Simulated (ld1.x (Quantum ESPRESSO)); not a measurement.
# Ge: generating and testing a TM potential

Task: generate the file, and judge it by its errors in other configurations, its logarithmic derivatives, its ghosts and its cutoff.

Method: ld1.x (Quantum ESPRESSO) 7.5, PBE, scalar-relativistic.

## 1. The design

The settings as typed:

```json
{
  "element": "germanium (Ge, Z = 32)",
  "type": "norm-conserving Troullier–Martins (Kleinman–Bylander form)",
  "frozen core": "[Ar]",
  "valence charge": "14",
  "reference configuration": "3d10 4s1.75 4p2.25",
  "partial waves": "4p (bound): rc 1.45 bohr; 3d (bound): rc 1.05 bohr; 4s (bound): rc 1.65 bohr",
  "local potential": "the s channel",
  "core correction": "a·sin(br)/r model core inside 0.80 bohr"
}
```

An earlier all-electron run gives the scale for the radii.

All-electron outer shells of the reference configuration (PBE, scalar-relativistic, ld1.x):

| shell | level (eV) | outermost node (bohr) | outermost maximum (bohr) |
| --- | --- | --- | --- |
| 3s | -168.95 | 0.26 | 0.54 |
| 3p | -116.08 | 0.23 | 0.54 |
| 3d | -29.76 | – | 0.50 |
| 4s | -11.98 | 0.77 | 1.73 |
| 4p | -4.07 | 0.82 | 2.19 |

## 2. Generating the potential

Ge.in reads:

```
 &input
   title='Ge', zed=32., rel=1, dft='PBE', iswitch=3,
   config='[Ar] 3d10 4s1.75 4p2.25',
   nld=3, rlderiv=1.80, eminld=-4.0, emaxld=5.0, deld=0.02
 /
 &inputp
   pseudotype=2, tm=.true., lloc=0,
   nlcc=.true., rcore=0.80,
   file_pseudopw='Ge.UPF', file_wfcaegen='ae.wfc', file_wfcncgen='nc.wfc', file_beta='beta', file_chi='chi'
 /
3
4P  2  1   2.25   0.00  1.45  1.45  0.0
3D  3  2  10.00   0.00  1.05  1.05  0.0
4S  1  0   1.75   0.00  1.65  1.65  0.0
 &test
   configts(1)='3d10 4s1.75 4p2.25'
 /
```

Command:

```bash
$ ld1.x < Ge.in > Ge.out
```

The output, Ge.out (without the banner and most projector matrices):

```text
     Program LD1 v.7.5
     --------------------------- All-electron run ----------------------------

     Ge
     scalar relativistic calculation

     atomic number is 32.00
     dft =PBE   lsd =0 sic =0 latt =0  beta=0.20 tr2=1.0E-14
     Exchange-correlation= PBE
                           (   1   4   3   4   0   0   0)
     mesh =1207 r(mesh) = 100.41023 a.u. xmin = -7.00 dx = 0.01250
     1 Ry =  13.60569312 eV, c = 137.03599908

     n l     nl                  e(Ry)          e(Ha)          e(eV)
     1 0     1S 1( 2.00)      -805.6658      -402.8329    -10961.6412
     2 0     2S 1( 2.00)      -100.8579       -50.4290     -1372.2421
     2 1     2P 1( 6.00)       -88.1366       -44.0683     -1199.1596
     3 0     3S 1( 2.00)       -12.4178        -6.2089      -168.9525
     3 1     3P 1( 6.00)        -8.5318        -4.2659      -116.0809
     3 2     3D 1(10.00)        -2.1872        -1.0936       -29.7590
     4 0     4S 1( 1.75)        -0.8806        -0.4403       -11.9810
     4 1     4P 1( 2.25)        -0.2995        -0.1497        -4.0745

     final scf error:  9.2E-15 reached in  31 iterations

     Etot =   -4197.525371 Ry,   -2098.762686 Ha,  -57110.242079 eV

     Ekin =    4273.544749 Ry,    2136.772374 Ha,   58144.538396 eV
     Encl =  -10115.420035 Ry,   -5057.710017 Ha, -137627.300806 eV
     Eh   =    1803.316853 Ry,     901.658426 Ha,   24535.375701 eV
     Exc  =    -158.966938 Ry,     -79.483469 Ha,   -2162.855370 eV

     normalization and overlap integrals

     s(1S/1S) =  1.000000  <r> =   0.0470  <r2> =    0.0030  r(max) =   0.0309
     s(2S/2S) =  1.000000  <r> =   0.2100  <r2> =    0.0520  r(max) =   0.1754
     s(2P/2P) =  1.000000  <r> =   0.1837  <r2> =    0.0414  r(max) =   0.1418
     s(3S/3S) =  1.000000  <r> =   0.6242  <r2> =    0.4495  r(max) =   0.5402
     s(3P/3P) =  1.000000  <r> =   0.6470  <r2> =    0.4928  r(max) =   0.5402
     s(3D/3D) =  1.000000  <r> =   0.7359  <r2> =    0.6953  r(max) =   0.5012
     s(4S/4S) =  1.000000  <r> =   2.1078  <r2> =    5.1396  r(max) =   1.7277
     s(4P/4P) =  1.000000  <r> =   2.8679  <r2> =    9.8267  r(max) =   2.1908

     ------------------------ End of All-electron run ------------------------

     --------------------- Generating NC pseudopotential ---------------------

      Generating local pot.: lloc=0, matching radius rcloc =   1.6500

      Computing core charge for nlcc:

       r > 0.81 : true rho core
       r < 0.81 : rho core = a sin(br)/r    a=  18.43  b=   3.17

      Integrated core pseudo-charge :   6.74

      Wfc   4P  rcut= 1.432  Using Troullier-Martins method

      Wfc   3D  rcut= 1.061  Using Troullier-Martins method

     ------------------- End of pseudopotential generation -------------------

     [... the all-electron block is printed once more ...]


     Computing logarithmic derivative in   1.80495
     Computing logarithmic derivative in   1.80495
     Computing the partial wave expansion
       no projector for channel:   0
     R is outside the sphere for l=    1 j= 0.00
     R is outside the sphere for l=    2 j= 0.00

     ---------------------- Testing the pseudopotential ----------------------

     Ge
     scalar relativistic calculation

     atomic number is 32.00   valence charge is 14.00
     dft =PBE   lsd =0 sic =0 latt =0  beta=0.20 tr2=1.0E-14
     mesh =1207 r(mesh) = 100.41023 xmin = -7.00 dx = 0.01250

     n l     nl             e AE (Ry)        e PS (Ry)    De AE-PS (Ry)
     3 2     3D   1(10.00)       -2.18725       -2.18727        0.00002
     1 0     4S   1( 1.75)       -0.88059       -0.88059        0.00000
     2 1     4P   1( 2.25)       -0.29947       -0.29946       -0.00001

     eps = 1.0E-15  iter = 14

     Etot =   -4197.525371 Ry,   -2098.762686 Ha,  -57110.242079 eV
     Etotps =  -198.242614 Ry,     -99.121307 Ha,   -2697.228176 eV

     Ekin =     242.947352 Ry,     121.473676 Ha,    3305.467119 eV
     Encl =    -272.432305 Ry,    -136.216153 Ha,   -3706.630339 eV
     Ehrt =     165.093253 Ry,      82.546626 Ha,    2246.208130 eV
     Ecxc =     -43.341049 Ry,     -21.670524 Ha,    -589.685012 eV
     (Ecc =     -13.162618 Ry,      -6.581309 Ha,    -179.086547 eV)
     Epseu=    -290.509865 Ry,    -145.254933 Ha,   -3952.588075 eV

     ---------------------- End of pseudopotential test ----------------------
```

Wall time 1.7 s (1 thread, shared host). This counts the later configuration tests of the new file too.

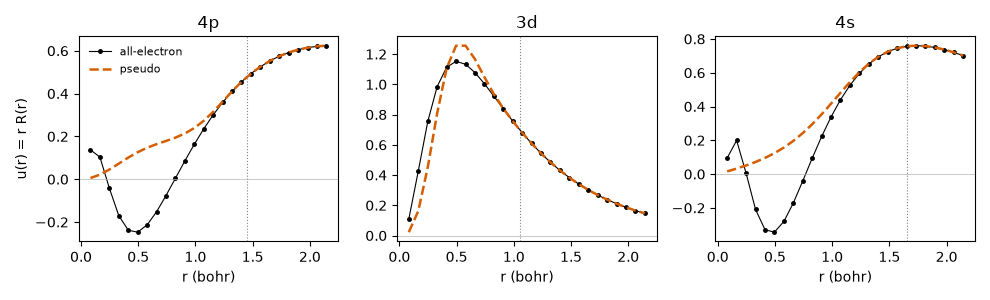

Bound waves of the atom and their pseudo partners (4p, 3d, 4s), with the matching radii dotted. The curves join 26 sampled radii, too few to resolve the innermost nodes.

## 3. Testing the new file in other configurations

Ge.test.in reads:

```
 &input
   title='Ge', zed=32., rel=1, dft='PBE', iswitch=2,
   config='[Ar] 3d10 4s1.75 4p2.25'
 /
 &test
   file_pseudo='Ge.UPF', nconf=8,
   configts(1)='3d10 4s1.75 4p2.25',
   configts(2)='3d10 4s2 4p2',
   configts(3)='3d10 4s2 4p1',
   configts(4)='3d10 4s2 4p0',
   configts(5)='3d10 4s2 4p1.5',
   configts(6)='3d10 4s1 4p2',
   configts(7)='3d10 4s2 4p2.3',
   configts(8)='3d10 4s1 4p3'
 /
```

Command:

```bash
$ ld1.x < Ge.test.in > Ge.test.out
```

Ge.test.out, the pseudopotential blocks, each with the warnings that came before it:

```text
     ---------------------- Testing the pseudopotential ----------------------

     Ge
     scalar relativistic calculation

     atomic number is 32.00   valence charge is 14.00
     dft =PBE   lsd =0 sic =0 latt =0  beta=0.20 tr2=1.0E-14
     mesh =1207 r(mesh) = 100.41023 xmin = -7.00 dx = 0.01250

     n l     nl             e AE (Ry)        e PS (Ry)    De AE-PS (Ry)
     3 2     3D   1(10.00)       -2.18725       -2.18727        0.00002
     1 0     4S   1( 1.75)       -0.88059       -0.88059        0.00000
     2 1     4P   1( 2.25)       -0.29947       -0.29946       -0.00001

     eps = 1.5E-15  iter = 13

     Etot =   -4197.525371 Ry,   -2098.762686 Ha,  -57110.242079 eV
     Etotps =  -198.242616 Ry,     -99.121308 Ha,   -2697.228198 eV

     Ekin =     242.947351 Ry,     121.473675 Ha,    3305.467102 eV
     Encl =    -272.432305 Ry,    -136.216153 Ha,   -3706.630344 eV
     Ehrt =     165.093253 Ry,      82.546626 Ha,    2246.208137 eV
     Ecxc =     -43.341049 Ry,     -21.670525 Ha,    -589.685013 eV
     (Ecc =     -13.162618 Ry,      -6.581309 Ha,    -179.086547 eV)
     Epseu=    -290.509866 Ry,    -145.254933 Ha,   -3952.588080 eV

     ---------------------- End of pseudopotential test ----------------------

     ---------------------- Testing the pseudopotential ----------------------

     Ge
     [...]
     n l     nl             e AE (Ry)        e PS (Ry)    De AE-PS (Ry)
     3 2     3D   1(10.00)       -2.15431       -2.15503        0.00072
     1 0     4S   1( 2.00)       -0.86222       -0.86218       -0.00004
     2 1     4P   1( 2.00)       -0.28630       -0.28629       -0.00001

     eps = 8.9E-16  iter = 14

     Etot =   -4197.669992 Ry,   -2098.834996 Ha,  -57112.209742 eV
     Etotps =  -198.387247 Ry,     -99.193624 Ha,   -2699.196004 eV
     dEtot_ae =      -0.144621 Ry
     dEtot_ps =      -0.144631 Ry,   Delta E=       0.000010 Ry

     [...]
     ---------------------- End of pseudopotential test ----------------------

     BEWARE! Errors in PS-KS equations
     ---------------------- Testing the pseudopotential ----------------------

     Ge
     [...]
     n l     nl             e AE (Ry)        e PS (Ry)    De AE-PS (Ry)
     3 2     3D   1(10.00)       -2.81637       -2.81518       -0.00119
     1 0     4S   1( 2.00)       -1.45956       -1.45950       -0.00007
     2 1     4P   1( 1.00)       -0.82628       -0.82621       -0.00007

     eps = 4.7E-15  iter = 10

     Etot =   -4197.122869 Ry,   -2098.561434 Ha,  -57104.765750 eV
     Etotps =  -197.840087 Ry,     -98.920044 Ha,   -2691.751512 eV
     dEtot_ae =       0.402503 Ry
     dEtot_ps =       0.402529 Ry,   Delta E=      -0.000026 Ry

     [...]
     ---------------------- End of pseudopotential test ----------------------

     BEWARE! Errors in PS-KS equations
     ---------------------- Testing the pseudopotential ----------------------

     Ge
     [...]
     n l     nl             e AE (Ry)        e PS (Ry)    De AE-PS (Ry)
     3 2     3D   1(10.00)       -3.61570       -3.61058       -0.00512  !
     1 0     4S   1( 2.00)       -2.14976       -2.14987        0.00011
     2 1     4P   1( 0.00)       -1.45571       -1.45562       -0.00009

     eps = 3.2E-15  iter =  9

     Etot =   -4195.988126 Ry,   -2097.994063 Ha,  -57089.326796 eV
     Etotps =  -196.705285 Ry,     -98.352642 Ha,   -2676.311737 eV
     dEtot_ae =       1.537245 Ry
     dEtot_ps =       1.537332 Ry,   Delta E=      -0.000087 Ry

     [...]
     ---------------------- End of pseudopotential test ----------------------

     ---------------------- Testing the pseudopotential ----------------------

     Ge
     [...]
     n l     nl             e AE (Ry)        e PS (Ry)    De AE-PS (Ry)
     3 2     3D   1(10.00)       -2.46527       -2.46527        0.00000
     1 0     4S   1( 2.00)       -1.14653       -1.14647       -0.00006
     2 1     4P   1( 1.50)       -0.54268       -0.54264       -0.00004

     eps = 5.8E-15  iter = 13

     Etot =   -4197.464058 Ry,   -2098.732029 Ha,  -57109.407861 eV
     Etotps =  -198.181293 Ry,     -99.090646 Ha,   -2696.393855 eV
     dEtot_ae =       0.061314 Ry
     dEtot_ps =       0.061323 Ry,   Delta E=      -0.000009 Ry

     [...]
     ---------------------- End of pseudopotential test ----------------------

     ---------------------- Testing the pseudopotential ----------------------

     Ge
     [...]
     n l     nl             e AE (Ry)        e PS (Ry)    De AE-PS (Ry)
     3 2     3D   1(10.00)       -2.94373       -2.94028       -0.00346
     1 0     4S   1( 1.00)       -1.53157       -1.53191        0.00033
     2 1     4P   1( 2.00)       -0.88375       -0.88381        0.00006

     eps = 5.3E-15  iter = 12

     Etot =   -4196.482228 Ry,   -2098.241114 Ha,  -57096.049396 eV
     Etotps =  -197.199268 Ry,     -98.599634 Ha,   -2683.032722 eV
     dEtot_ae =       1.043143 Ry
     dEtot_ps =       1.043348 Ry,   Delta E=      -0.000205 Ry

     [...]
     ---------------------- End of pseudopotential test ----------------------

     ---------------------- Testing the pseudopotential ----------------------

     Ge
     [...]
     n l     nl             e AE (Ry)        e PS (Ry)    De AE-PS (Ry)
     3 2     3D   1(10.00)       -1.99138       -1.99233        0.00095
     1 0     4S   1( 2.00)       -0.70960       -0.70957       -0.00003
     2 1     4P   1( 2.30)       -0.14906       -0.14906        0.00000

     eps = 3.5E-16  iter = 15

     Etot =   -4197.734933 Ry,   -2098.867466 Ha,  -57113.093307 eV
     Etotps =  -198.452192 Ry,     -99.226096 Ha,   -2700.079621 eV
     dEtot_ae =      -0.209561 Ry
     dEtot_ps =      -0.209576 Ry,   Delta E=       0.000014 Ry

     [...]
     ---------------------- End of pseudopotential test ----------------------

     ---------------------- Testing the pseudopotential ----------------------

     Ge
     [...]
     n l     nl             e AE (Ry)        e PS (Ry)    De AE-PS (Ry)
     3 2     3D   1(10.00)       -2.28210       -2.28021       -0.00189
     1 0     4S   1( 1.00)       -0.93246       -0.93264        0.00018
     2 1     4P   1( 3.00)       -0.33685       -0.33685        0.00000

     eps = 4.6E-15  iter = 14

     Etot =   -4197.084042 Ry,   -2098.542021 Ha,  -57104.237489 eV
     Etotps =  -197.801181 Ry,     -98.900590 Ha,   -2691.222165 eV
     dEtot_ae =       0.441329 Ry
     dEtot_ps =       0.441435 Ry,   Delta E=      -0.000106 Ry

     [...]
     ---------------------- End of pseudopotential test ----------------------
```

2 tests gave no usable energy difference (3d10 4s2 4p1; 3d10 4s2 4p0).

Energies count from the reference configuration 3d10 4s1.75 4p2.25; the error is all-electron less pseudo.

```tsv
valence configuration	charge	ΔE all-electron (eV)	error AE − PS (meV)
3d10 4s2 4p2	0	-1.968	+0.1
3d10 4s2 4p1.5	+0.5	0.834	-0.1
3d10 4s1 4p2	+1	14.193	-2.8
3d10 4s2 4p2.3	-0.3	-2.851	+0.2
3d10 4s1 4p3	0	6.005	-1.4
```

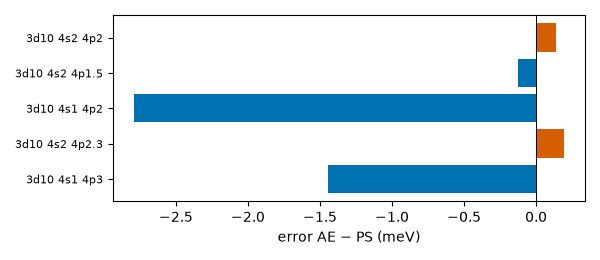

Error of the potential in each test configuration.

## 4. Logarithmic derivatives

Taken from the files of the generation run. The phase is arctan(r·u′/u) with u = r·R, unwrapped, with energies in Ry. A pole is an energy at which the radial function vanishes at the test radius. The pseudo phase is shifted by a multiple of π to meet the all-electron one at the reference energy. Levels narrower than the energy grid can be missing from the poles. The last column is the largest difference on the grid between −1 and +1 Ry.

| channel | radius (bohr) | reference (Ry) | poles AE | poles PS | window around the reference with phases within 0.05 rad (Ry) | largest difference near zero (rad) |
| --- | --- | --- | --- | --- | --- | --- |
| s | 1.80 | -0.88 | 3.62 | 3.27 | the whole range | 0.008 |
| p | 1.80 | -0.30 | none | none | the whole range | 0.000 |
| d | 1.80 | -2.19 | -1.99 | -1.98 | below 0.1 | 0.092 |

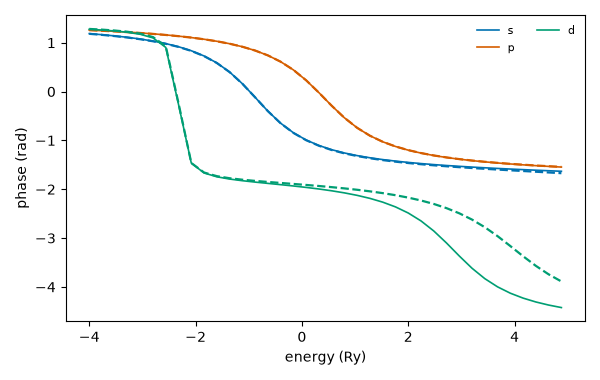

Phases by channel: all-electron solid, pseudo dashed.

## 5. Plane-wave convergence, by spherical Bessel functions

A separate test, outside the generator: the pseudo-atom's Hamiltonian at the reference potential is diagonalised in spherical Bessel functions j_l(qr) that vanish at 20 bohr, with q² up to the cutoff.

All-electron valence levels (Ry): 4p -0.2995, 3d -2.1873, 4s -0.8806. The lowest levels of each channel (Ry) by cutoff; the last column sums, over occupied levels, occupation times the distance from the level at 400 Ry. A positive value at high cutoff is not a bound level.

| cutoff (Ry) | p #1 | p #2 | d #1 | s #1 | f #1 | Σ f·Δε (mRy) |
| --- | --- | --- | --- | --- | --- | --- |
| 8 | -0.2970 | 0.0237 | 0.0527 | -0.8266 | 0.1083 | 22498.5 |
| 25 | -0.4224 | 0.0163 | 0.0526 | -0.8757 | 0.1083 | 22682.9 |
| 50 | -10.4865 | -0.2978 | 0.0522 | -0.8804 | 0.1083 | 22397.5 |
| 100 | -10.9700 | -0.2994 | -0.9452 | -0.8806 | 0.1083 | 12419.9 |
| 180 | -11.0088 | -0.2994 | -2.1682 | -0.8806 | 0.1083 | 189.3 |
| 230 | -11.0253 | -0.2994 | -2.1864 | -0.8806 | 0.1083 | 7.1 |
| 400 | -11.0295 | -0.2995 | -2.1871 | -0.8806 | 0.1083 | 0.0 |

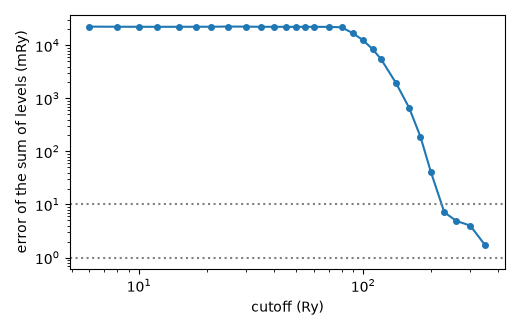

Occupation-weighted error of the valence levels against the cutoff; the dotted lines mark 10 and 1 mRy.

The sum stays within 10 mRy from 230 Ry and within 1 mRy only somewhere over 300 Ry. The sum leaves out empty levels, which can need more. Ghost test: ghost state, bound below the all-electron valence or empty levels of the same l: p at -150.1 eV.

## 6. What came out

| quantity | value |
| --- | --- |
| cutoffs for 10 and 1 mRy, occupied levels | 230 Ry and over 300 Ry |
| bound ghosts | p at -150.06 eV |
| largest test error (AE − PS) | -2.8 meV, for 3d10 4s1 4p2 (2 tests unsolved) |
| largest phase difference near zero energy, channels read | 0.092 rad |

In words: A bound ghost (p) makes it unfit for use: electrons can fall into a state that the atom doesn't have. The worst unpolarised test, 3d10 4s1 4p2, is off by 2.8 meV on 14.2 eV; by total energies transferability rates as very good where solved. Atomic tests can pass in spite of a ghost, since they solve only for the levels asked. Of the tests 2 gave no usable energy difference, which is a warning in itself. The potential is very hard: the looser tolerance needs 230 Ry. The tighter tolerance needs over 300 Ry, and converged work needs a cutoff nearer that. The slowest occupied level is 3d: taken alone it needs 230 Ry to come within 1 mRy, against 55 Ry for 4p. Of the channels read, d scatters worst near zero energy, by up to 0.09 rad. All of this concerns the isolated atom, not yet a solid.
